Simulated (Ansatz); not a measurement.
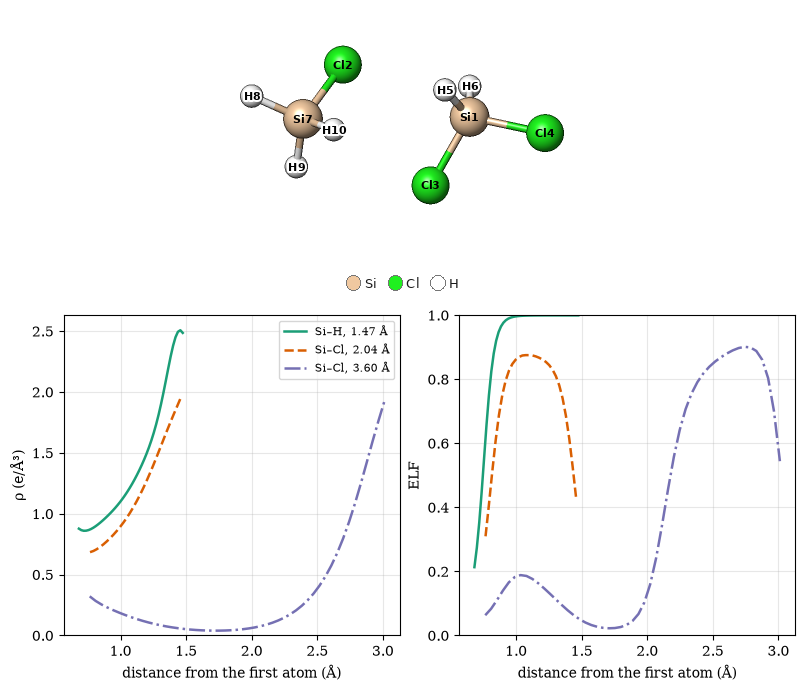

Figure. Cl$_{2}$H$_{2}$Si···ClH$_{3}$Si. Electron density and ELF along straight lines between neighbouring atoms. The curves leave out the atomic cores. The structure is drawn too.

The reactant side of a reaction path; geometry: PBE0-D4/def2-TZVP.

Computed with RKS PBE0-D4/def2-TZVPP (Ansatz).

```tsv
atom	x (Å)	y (Å)	z (Å)
Si	-1.2026	-1.6443	0.4138
Cl	1.6053	0.4745	1.1561
Cl	-0.5179	-1.3460	-1.4911
Cl	-2.8719	-2.8213	0.3519
H	-1.5805	-0.3389	0.9848
H	-0.1657	-2.3515	1.1855
Si	1.2428	1.7832	-0.3941
H	1.8868	3.0718	-0.0517
H	1.8253	1.2201	-1.6312
H	-0.2215	1.9523	-0.5241
```

Question: What can be read from the curves?

Answer: Si–H (1.47 Å): the density is about 0.86 e/Å³ at the midpoint; the ELF climbs to about 1 towards the hydrogen, as it does in any bond to H.
Si–Cl (2.04 Å): ρ is about 0.93 e/Å³ halfway; the ELF peaks at about 0.90 between the atoms; a polar covalent bond.
Si1···Cl2 (3.60 Å): the density falls to about 0.04 e/Å³ on the way; the ELF dips to about 0 between them; a non-bonded, intermolecular contact.
